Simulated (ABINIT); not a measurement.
# A GW chain in ABINIT: TiO2 (Rutile), part 2 of 3

Wanted: ground state, empty states, screening and self-energy for TiO2 (Rutile).

ABINIT 10.8.3; LDA and many-body steps on it, plane waves. Known limits of the many-body steps: not at the basis limit; coarse k mesh.

So far. Step 2 (Ground state): The gap is direct, at Γ.

## Step 3: Bands along the symmetry lines

Level of this step: DFT, LDA, plane waves, norm-conserving pseudopotentials (ABINIT).

The cheap functional maps the bands first; the places of the edges decide which points the dearer methods must see.

Contents of run.abi:

```
acell 3*1.0 Angstrom
rprim 
  4.592200000000 0.000000000000 0.000000000000
  0.000000000000 4.592200000000 0.000000000000
  0.000000000000 0.000000000000 2.957400000000
ntypat 2
znucl 22 8
natom 6
typat 1 1 2 2 2 2
xred 
  0.000000000000 0.000000000000 0.000000000000
  0.500000000000 0.500000000000 0.500000000000
  0.304960000000 0.304960000000 0.000000000000
  0.195040000000 0.804960000000 0.500000000000
  0.695040000000 0.695040000000 0.000000000000
  0.804960000000 0.195040000000 0.500000000000
pp_dirpath "pseudos"
pseudos "Ti.upf, O.upf"
ecut 38
iscf -2
irdden 1
kptopt 0
nkpt 75
kpt 
  0.00000000 0.00000000 0.00000000
  0.00000000 0.06250000 0.00000000
  0.00000000 0.12500000 0.00000000
  0.00000000 0.18750000 0.00000000
  0.00000000 0.25000000 0.00000000
  0.00000000 0.31250000 0.00000000
  0.00000000 0.37500000 0.00000000
  0.00000000 0.43750000 0.00000000
  0.00000000 0.50000000 0.00000000
  0.06250000 0.50000000 0.00000000
  0.12500000 0.50000000 0.00000000
  0.18750000 0.50000000 0.00000000
  0.25000000 0.50000000 0.00000000
  0.31250000 0.50000000 0.00000000
  0.37500000 0.50000000 0.00000000
  0.43750000 0.50000000 0.00000000
  0.50000000 0.50000000 0.00000000
  0.43750000 0.43750000 0.00000000
  0.37500000 0.37500000 0.00000000
  0.31250000 0.31250000 0.00000000
  0.25000000 0.25000000 0.00000000
  0.18750000 0.18750000 0.00000000
  0.12500000 0.12500000 0.00000000
  0.06250000 0.06250000 0.00000000
  0.00000000 0.00000000 0.00000000
  0.00000000 0.00000000 0.06250000
  0.00000000 0.00000000 0.12500000
  0.00000000 0.00000000 0.18750000
  0.00000000 0.00000000 0.25000000
  0.00000000 0.00000000 0.31250000
  0.00000000 0.00000000 0.37500000
  0.00000000 0.00000000 0.43750000
  0.00000000 0.00000000 0.50000000
  0.00000000 0.06250000 0.50000000
  0.00000000 0.12500000 0.50000000
  0.00000000 0.18750000 0.50000000
  0.00000000 0.25000000 0.50000000
  0.00000000 0.31250000 0.50000000
  0.00000000 0.37500000 0.50000000
  0.00000000 0.43750000 0.50000000
  0.00000000 0.50000000 0.50000000
  0.06250000 0.50000000 0.50000000
  0.12500000 0.50000000 0.50000000
  0.18750000 0.50000000 0.50000000
  0.25000000 0.50000000 0.50000000
  0.31250000 0.50000000 0.50000000
  0.37500000 0.50000000 0.50000000
  0.43750000 0.50000000 0.50000000
  0.50000000 0.50000000 0.50000000
  0.43750000 0.43750000 0.50000000
  0.37500000 0.37500000 0.50000000
  0.31250000 0.31250000 0.50000000
  0.25000000 0.25000000 0.50000000
  0.18750000 0.18750000 0.50000000
  0.12500000 0.12500000 0.50000000
  0.06250000 0.06250000 0.50000000
  0.00000000 0.00000000 0.50000000
  0.00000000 0.50000000 0.00000000
  0.00000000 0.50000000 0.06250000
  0.00000000 0.50000000 0.12500000
  0.00000000 0.50000000 0.18750000
  0.00000000 0.50000000 0.25000000
  0.00000000 0.50000000 0.31250000
  0.00000000 0.50000000 0.37500000
  0.00000000 0.50000000 0.43750000
  0.00000000 0.50000000 0.50000000
  0.50000000 0.50000000 0.00000000
  0.50000000 0.50000000 0.06250000
  0.50000000 0.50000000 0.12500000
  0.50000000 0.50000000 0.18750000
  0.50000000 0.50000000 0.25000000
  0.50000000 0.50000000 0.31250000
  0.50000000 0.50000000 0.37500000
  0.50000000 0.50000000 0.43750000
  0.50000000 0.50000000 0.50000000
istwfk *1
nband 31
nbdbuf 2
tolwfr 1e-08
nstep 40
prtwf 0
prtvol 0
indata_prefix "in"
outdata_prefix "out"
tmpdata_prefix "tmp"
```

Command:

```sh
> OMP_NUM_THREADS=1 mpirun -n 4 abinit run.abi > log
```

Numbers of over 12 decimals in the logs are rounded to 6 here.

What it wrote:

```text
.Version 10.8.3 of ABINIT. v10.8.2 released Aug 2026.

 Symmetries : space group P4_2/m n m (#136); Bravais tP (primitive tetrag.)
[... echo of the input left out ...]
== DATASET  1 ==================================================================
-   mpi_nproc: 4, omp_nthreads: 1 (-1 if OMP is not activated)

--- !DatasetInfo
iteration_state: {dtset: 1, }
dimensions: {natom: 6, nkpt: 75, mband: 31, nsppol: 1, nspinor: 1, nspden: 1, mpw: 4748, }
cutoff_energies: {ecut:  38.0, pawecutdg:  -1.0, }
electrons: {nelect:   4.80000000E+01, charge:   0.00000000E+00, occopt:   1.00000000E+00, tsmear:   1.00000000E-02, }

 Real(R)+Recip(G) space primitive vectors, cartesian coordinates (Bohr,Bohr^-1):
 R(1)=  8.6780003  0.0000000  0.0000000  G(1)=  0.1152339  0.0000000  0.0000000
 R(2)=  0.0000000  8.6780003  0.0000000  G(2)=  0.0000000  0.1152339  0.0000000
 R(3)=  0.0000000  0.0000000  5.5886760  G(3)=  0.0000000  0.0000000  0.1789333
 Unit cell volume ucvol=  4.2087028E+02 bohr^3
 Angles (23,13,12)=  9.00000000E+01  9.00000000E+01  9.00000000E+01 degrees

 getcut: wavevector=  0.0000  0.0000  0.0000  ngfft=  50  50  32
         ecut(hartree)=     38.000   => boxcut(ratio)=   2.06340

--- Pseudopotential description ------------------------------------------------
- Ti Generated using ONCVPSP code by D. R. Hamann
- 22.00000  12.00000  180309                  znucl, zion, pspdat
12 -1012 2 -1 1568                            pspcod,pspxc,lmax,lloc,mmax
     nproj     2     2     2
  pspatm : epsatm=   14.84363209
         --- l  ekb(1:nproj) -->
             0   11.277028    1.250396
             1    1.832338   -0.094357
             2   -5.297893   -1.508002
 pspatm: atomic psp has been read  and splines computed

- O Generated using ONCVPSP code by D. R. Hamann
-  8.00000   6.00000  201201                  znucl, zion, pspdat
12 -1012 2 -1 926                             pspcod,pspxc,lmax,lloc,mmax
     nproj     2     2     1
  pspatm : epsatm=    6.27558587
         --- l  ekb(1:nproj) -->
[...]
2   -1.033686
 pspatm: atomic psp has been read  and splines computed

--------------------------------------------------------------------------------

================================================================================
 prteigrs : about to open file out_EIG
 Non-SCF case, kpt    1 (  0.00000  0.00000  0.00000), residuals and eigenvalues=
  8.85E-09  3.27E-09  3.40E-09  7.04E-09  3.40E-09  6.89E-09  8.49E-09  3.70E-09
  8.80E-09  7.42E-09  4.98E-09  9.30E-09  6.86E-09  7.54E-09  4.13E-09  4.44E-09
  8.11E-09  5.04E-09  4.52E-09  5.56E-09  8.13E-09  3.46E-09  3.06E-09  8.90E-09
  5.41E-09  9.59E-09  5.21E-09  4.52E-09  8.93E-09  3.90E-06  4.09E-06
 -1.8742E+00 -1.8735E+00 -1.0162E+00 -1.0162E+00 -1.0099E+00 -1.0099E+00
 -1.0087E+00 -1.0074E+00 -4.6454E-01 -4.1946E-01 -3.9074E-01 -3.9074E-01
[...]
9.2369E-02  9.2369E-02  1.4527E-01  1.4527E-01  1.6794E-01  1.6794E-01
  2.8736E-01  2.8736E-01  3.1074E-01  3.1074E-01  3.1080E-01  3.1080E-01
  4.1356E-01

--- !ResultsGS
iteration_state: {dtset: 1, }
comment   : Summary of ground state results
lattice_vectors:
- [  8.6780003,   0.0000000,   0.0000000, ]
- [  0.0000000,   8.6780003,   0.0000000, ]
- [  0.0000000,   0.0000000,   5.5886760, ]
lattice_lengths: [   8.67800,    8.67800,    5.58868, ]
lattice_angles: [ 90.000,  90.000,  90.000, ] # degrees, (23, 13, 12)
lattice_volume:   4.2087028E+02
convergence: {deltae:  0.000E+00, res2:  0.000E+00, residm:  9.995E-09, diffor:  0.000E+00, }
etotal    :  -1.85096270E+02
entropy   :   0.00000000E+00
fermie    :   1.92991521E-01
cartesian_stress_tensor: null
pressure_GPa: null
xred      :
- [  0.0000E+00,   0.0000E+00,   0.0000E+00, Ti]
- [  5.0000E-01,   5.0000E-01,   5.0000E-01, Ti]
- [  3.0496E-01,   3.0496E-01,   0.0000E+00,  O]
- [  1.9504E-01,   8.0496E-01,   5.0000E-01,  O]
- [  6.9504E-01,   6.9504E-01,   0.0000E+00,  O]
- [  8.0496E-01,   1.9504E-01,   5.0000E-01,  O]
cartesian_forces: null
force_length_stats: {min: null, max: null, mean: null, }

 Integrated electronic density in atomic spheres:
 ------------------------------------------------
 Atom  Sphere_radius  Integrated_density
[...]
================================================================================

 ----iterations are completed or convergence reached----

 Mean square residual over all n,k,spin=   61.745E-10; max=  99.946E-10
 reduced coordinates (array xred) for    6 atoms
[...]
0.695040000000      0.695040000000      0.000000000000
       0.804960000000      0.195040000000      0.500000000000

 cartesian coordinates (angstrom) at end:
    1      0.000000     0.000000     0.000000
    2      2.296100     2.296100     1.478700
    3      1.400437     1.400437     0.000000
    4      0.895663     3.696537     1.478700
    5      3.191763     3.191763     0.000000
    6      3.696537     0.895663     1.478700
 length scales=  1.889726125908  1.889726125908  1.889726125908 bohr
              =  1.000000000000  1.000000000000  1.000000000000 angstroms
 prteigrs : about to open file out_EIG
 Eigenvalues (hartree) for nkpt=  75  k points:
 kpt#   1, nband= 31, wtk=  1.00000, kpt=  0.0000  0.0000  0.0000 (reduced coord)
[...]
kpt#   2, nband= 31, wtk=  1.00000, kpt=  0.0000  0.0625  0.0000 (reduced coord)
[...]
kpt#   3, nband= 31, wtk=  1.00000, kpt=  0.0000  0.1250  0.0000 (reduced coord)
[...]
kpt#  74, nband= 31, wtk=  1.00000, kpt=  0.5000  0.5000  0.4375 (reduced coord)
[...]
0.28956    0.28956    0.30939    0.30939    0.30978    0.30978    0.41536
 kpt#  75, nband= 31, wtk=  1.00000, kpt=  0.5000  0.5000  0.5000 (reduced coord)
[...]
-0.41448   -0.41448   -0.40327   -0.40327    0.01608    0.01608    0.02281    0.02281
   0.06227    0.06227    0.09237    0.09237    0.14527    0.14527    0.16794    0.16794
   0.28736    0.28736    0.31074    0.31074    0.31080    0.31080    0.41356

== END DATASET(S) ==============================================================
================================================================================

 -outvars: echo values of variables after computation  --------
            nband          31
             nkpt          75
          spgroup         136
 [... the other variables as echoed above ...]

 Calculation completed.
```

Wall time 76 s (4 MPI ranks of Arm Neoverse V2, shared host); peak memory 0.42 GiB; 5.1 min of CPU time.

Numbers from this step:

```
gap                        : 1.836 eV
k of the valence top       : 0, 0, 0
k of the conduction bottom : 0, 0, 0
least direct gap           : 1.836 eV
```

The gap is 1.836 eV, as in the run before at this level.

The electronic bands at the labelled points (eV, zero at the top of the highest filled band):

| point | band 21 | band 22 | band 23 | band 24 | band 25 | band 26 | band 27 | band 28 |
| --- | --- | --- | --- | --- | --- | --- | --- | --- |
| Γ | -0.71 | -0.46 | -0.46 | 0.00 | 1.84 | 2.12 | 2.39 | 2.48 |
| X | -1.66 | -1.66 | -0.75 | -0.75 | 2.51 | 2.51 | 3.01 | 3.01 |
| M | -1.32 | -1.32 | -1.08 | -1.08 | 1.88 | 1.88 | 2.51 | 2.51 |
| Γ | -0.71 | -0.46 | -0.46 | 0.00 | 1.84 | 2.12 | 2.39 | 2.48 |
| Z | -2.43 | -2.43 | -1.44 | -1.44 | 2.97 | 2.97 | 3.16 | 3.16 |
| R | -2.08 | -2.08 | -1.05 | -1.05 | 1.86 | 1.86 | 3.19 | 3.19 |
| A | -1.30 | -1.30 | -0.68 | -0.68 | 2.57 | 2.57 | 3.20 | 3.20 |
| Z | -2.43 | -2.43 | -1.44 | -1.44 | 2.97 | 2.97 | 3.16 | 3.16 |
| jump to X | -1.66 | -1.66 | -0.75 | -0.75 | 2.51 | 2.51 | 3.01 | 3.01 |
| R | -2.08 | -2.08 | -1.05 | -1.05 | 1.86 | 1.86 | 3.19 | 3.19 |
| jump to M | -1.32 | -1.32 | -1.08 | -1.08 | 1.88 | 1.88 | 2.51 | 2.51 |
| A | -1.30 | -1.30 | -0.68 | -0.68 | 2.57 | 2.57 | 3.20 | 3.20 |

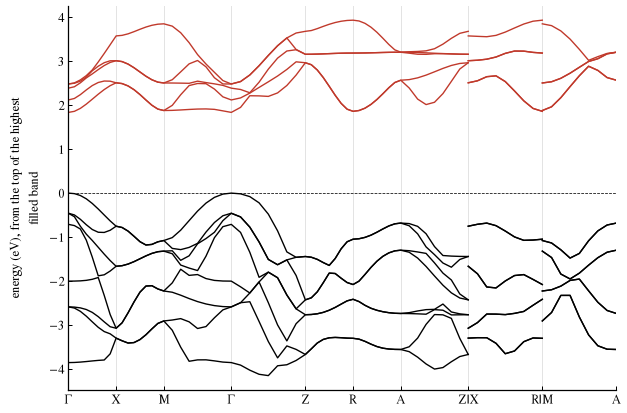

Electronic bands along the path; lines of filled and empty bands in two colours.

## Step 4: Empty states on the mesh, 4×4×4 mesh, 106 bands

The sums over transitions need many empty states on a uniform mesh; this step solves for them.

Contents of run.abi:

```
acell 3*1.0 Angstrom
rprim 
  4.592200000000 0.000000000000 0.000000000000
  0.000000000000 4.592200000000 0.000000000000
  0.000000000000 0.000000000000 2.957400000000
ntypat 2
znucl 22 8
natom 6
typat 1 1 2 2 2 2
xred 
  0.000000000000 0.000000000000 0.000000000000
  0.500000000000 0.500000000000 0.500000000000
  0.304960000000 0.304960000000 0.000000000000
  0.195040000000 0.804960000000 0.500000000000
  0.695040000000 0.695040000000 0.000000000000
  0.804960000000 0.195040000000 0.500000000000
pp_dirpath "pseudos"
pseudos "Ti.upf, O.upf"
ecut 38
ngkpt 4 4 4
nshiftk 1
shiftk 0 0 0
kptopt 1
chksymbreak 0
iscf -2
irdden 1
istwfk *1
nband 106
nbdbuf 8
tolwfr 1e-09
nstep 60
prtvol 0
indata_prefix "in"
outdata_prefix "out"
tmpdata_prefix "tmp"
```

What it wrote:

```text
.Version 10.8.3 of ABINIT. v10.8.2 released Aug 2026.

 Symmetries : space group P4_2/m n m (#136); Bravais tP (primitive tetrag.)
[... echo of the input left out ...]
== DATASET  1 ==================================================================
-   mpi_nproc: 4, omp_nthreads: 1 (-1 if OMP is not activated)

--- !DatasetInfo
iteration_state: {dtset: 1, }
dimensions: {natom: 6, nkpt: 18, mband: 106, nsppol: 1, nspinor: 1, nspden: 1, mpw: 4748, }
cutoff_energies: {ecut:  38.0, pawecutdg:  -1.0, }
electrons: {nelect:   4.80000000E+01, charge:   0.00000000E+00, occopt:   1.00000000E+00, tsmear:   1.00000000E-02, }

 Real(R)+Recip(G) space primitive vectors, cartesian coordinates (Bohr,Bohr^-1):
 R(1)=  8.6780003  0.0000000  0.0000000  G(1)=  0.1152339  0.0000000  0.0000000
 R(2)=  0.0000000  8.6780003  0.0000000  G(2)=  0.0000000  0.1152339  0.0000000
 R(3)=  0.0000000  0.0000000  5.5886760  G(3)=  0.0000000  0.0000000  0.1789333
 Unit cell volume ucvol=  4.2087028E+02 bohr^3
 Angles (23,13,12)=  9.00000000E+01  9.00000000E+01  9.00000000E+01 degrees

 getcut: wavevector=  0.0000  0.0000  0.0000  ngfft=  50  50  32
         ecut(hartree)=     38.000   => boxcut(ratio)=   2.06340

--- Pseudopotential description ------------------------------------------------
- Ti Generated using ONCVPSP code by D. R. Hamann
- 22.00000  12.00000  180309                  znucl, zion, pspdat
12 -1012 2 -1 1568                            pspcod,pspxc,lmax,lloc,mmax
     nproj     2     2     2
  pspatm : epsatm=   14.84363209
         --- l  ekb(1:nproj) -->
             0   11.277028    1.250396
             1    1.832338   -0.094357
             2   -5.297893   -1.508002
 pspatm: atomic psp has been read  and splines computed

- O Generated using ONCVPSP code by D. R. Hamann
-  8.00000   6.00000  201201                  znucl, zion, pspdat
12 -1012 2 -1 926                             pspcod,pspxc,lmax,lloc,mmax
     nproj     2     2     1
  pspatm : epsatm=    6.27558587
         --- l  ekb(1:nproj) -->
[...]
2   -1.033686
 pspatm: atomic psp has been read  and splines computed

--------------------------------------------------------------------------------

================================================================================
 prteigrs : about to open file out_EIG
 Non-SCF case, kpt    1 (  0.00000  0.00000  0.00000), residuals and eigenvalues=
  2.91E-10  3.47E-10  1.48E-10  5.15E-10  4.24E-10  8.58E-10  7.45E-10  7.68E-10
  7.74E-10  7.65E-11  8.88E-11  1.50E-10  1.83E-10  1.28E-10  2.04E-10  1.04E-10
  2.03E-10  9.93E-11  1.63E-10  1.73E-10  2.44E-10  1.95E-10  2.03E-10  2.20E-10
[...]
9.45E-06  1.93E-04
 -1.8742E+00 -1.8735E+00 -1.0162E+00 -1.0162E+00 -1.0099E+00 -1.0099E+00
 -1.0087E+00 -1.0074E+00 -4.6454E-01 -4.1946E-01 -3.9074E-01 -3.9074E-01
 -2.2032E-02 -5.9172E-03  8.2848E-03  5.1309E-02  5.1309E-02  9.7883E-02
[...]
2.1037E+00  2.1333E+00  2.1333E+00  2.1525E+00  2.1780E+00  2.1970E+00
  2.2361E+00  2.2361E+00  2.2510E+00  2.2615E+00  2.3138E+00  2.3496E+00
  2.3497E+00  2.3873E+00  2.3873E+00  2.4183E+00
 prteigrs : prtvol=0 or 1, do not print more k-points.

--- !ResultsGS
iteration_state: {dtset: 1, }
comment   : Summary of ground state results
lattice_vectors:
- [  8.6780003,   0.0000000,   0.0000000, ]
- [  0.0000000,   8.6780003,   0.0000000, ]
- [  0.0000000,   0.0000000,   5.5886760, ]
lattice_lengths: [   8.67800,    8.67800,    5.58868, ]
lattice_angles: [ 90.000,  90.000,  90.000, ] # degrees, (23, 13, 12)
lattice_volume:   4.2087028E+02
convergence: {deltae:  0.000E+00, res2:  0.000E+00, residm:  9.989E-10, diffor:  0.000E+00, }
etotal    :  -1.85096270E+02
entropy   :   0.00000000E+00
fermie    :   1.92991521E-01
cartesian_stress_tensor: null
pressure_GPa: null
xred      :
- [  0.0000E+00,   0.0000E+00,   0.0000E+00, Ti]
- [  5.0000E-01,   5.0000E-01,   5.0000E-01, Ti]
- [  3.0496E-01,   3.0496E-01,   0.0000E+00,  O]
- [  1.9504E-01,   8.0496E-01,   5.0000E-01,  O]
- [  6.9504E-01,   6.9504E-01,   0.0000E+00,  O]
- [  8.0496E-01,   1.9504E-01,   5.0000E-01,  O]
cartesian_forces: null
force_length_stats: {min: null, max: null, mean: null, }

 Integrated electronic density in atomic spheres:
 ------------------------------------------------
 Atom  Sphere_radius  Integrated_density
[...]
================================================================================

 ----iterations are completed or convergence reached----

 Mean square residual over all n,k,spin=   37.202E-11; max=  99.889E-11
 reduced coordinates (array xred) for    6 atoms
[...]
0.695040000000      0.695040000000      0.000000000000
       0.804960000000      0.195040000000      0.500000000000

 cartesian coordinates (angstrom) at end:
    1      0.000000     0.000000     0.000000
    2      2.296100     2.296100     1.478700
    3      1.400437     1.400437     0.000000
    4      0.895663     3.696537     1.478700
    5      3.191763     3.191763     0.000000
    6      3.696537     0.895663     1.478700
 length scales=  1.889726125908  1.889726125908  1.889726125908 bohr
              =  1.000000000000  1.000000000000  1.000000000000 angstroms
 prteigrs : about to open file out_EIG
 Eigenvalues (hartree) for nkpt=  18  k points:
 kpt#   1, nband=106, wtk=  0.01563, kpt=  0.0000  0.0000  0.0000 (reduced coord)
[...]
2.07373    2.10371    2.10371    2.13330    2.13330    2.15254    2.17799    2.19696
   2.23614    2.23614    2.25103    2.26148    2.31378    2.34965    2.34965    2.38730
   2.38732    2.41831
 prteigrs : prtvol=0 or 1, do not print more k-points.

== END DATASET(S) ==============================================================
================================================================================

 -outvars: echo values of variables after computation  --------
            nband         106
             nkpt          18
          spgroup         136
 [... the other variables as echoed above ...]

 Calculation completed.
```

Elapsed: 60 s, on 4 MPI ranks; peak memory 0.41 GiB; 4 min of CPU time.

This step gave:

* gap: 1.836 eV
* k of the valence top: 0, 0, 0
* k of the conduction bottom: 0, 0, 0
* least direct gap: 1.836 eV
* k points computed: 18
* lowest point of the top converged band, above the valence top: 52.7384 eV

On this mesh the gap is 1.836 eV.

(Continued in part 3 of 3.)

[Paths, hosts, dates, memory and timing lines, banners, echoed tables and standing remarks are left out of the program output.]

[Logs are printed without paths, hosts, clocks, repeated set-up lines and the standing remarks that a program may print on its own settings, such as how far it seeks lower states.]

[Runs of the session that timed out or met a known fault of the program may be left out.]

[Hosts, paths, dates, database ids (printed as entryN), source tags and the programs' standing remarks are cut or masked in the printed files.]

[G0W0 gaps are taken among the corrected bands and points alone; a level outside them can change the order at an edge.]

[Where Ansatz stands beside ABINIT at settings called matched, ABINIT's density can come from a denser mesh and the files from another edition; pairs whose starting gaps differed by over 0.03 eV were left out, so agreement reads better than it is.]
